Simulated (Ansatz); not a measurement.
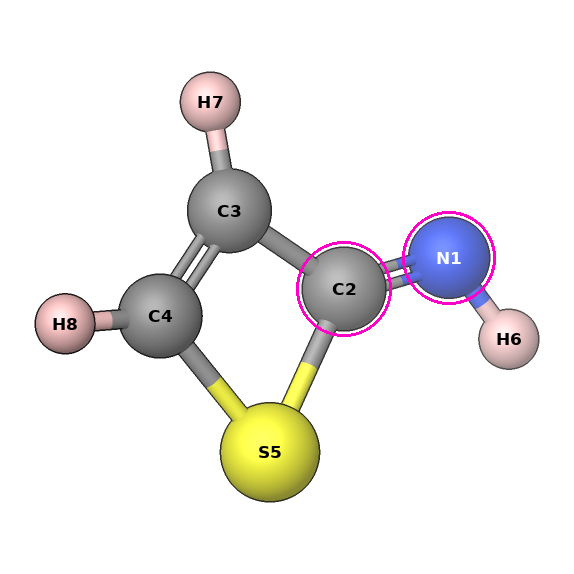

Distant atoms are faded towards the background colour. Circles mark the stereogenic atoms. The computed structure is the end point of a PBE0-D4/def2-TZVP optimisation.

Question: Assign CIP descriptors.

Answer: N1=C2: Z.
